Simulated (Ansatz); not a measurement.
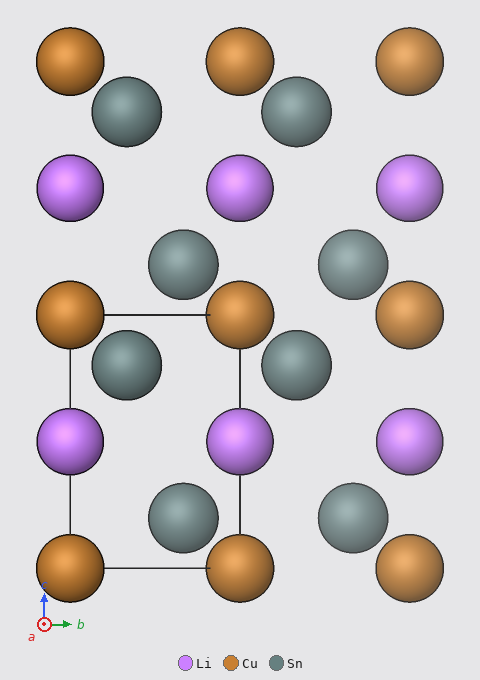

The picture looks along a close-packed row of the hexagonal mesh; c points upwards. Every atom sits on one of the three columns of the mesh; call them A, B, C in the order in which they first turn up. The sequence starts with the first layer at or above the cell's origin.

The compound is LiCuSn₂, taken as the geometry relaxed with DFT PBE, scalar-relativistic, plane waves, PAW (Ansatz 0.2.0); the starting structure was generated, so it need not be a known form of this composition.

Read off the stacking sequence over one period.

Cu(A) – Sn(B) – Li(A) – Sn(C) (four layers in 5.49 Å).

Heights of the layers:

```
layer  atoms (column)  height (Å)  to next (Å)
    1           Cu(A)        0.00         1.09
    2           Sn(B)        1.09         1.66
    3           Li(A)        2.74         1.66
    4           Sn(C)        4.40         1.09
```
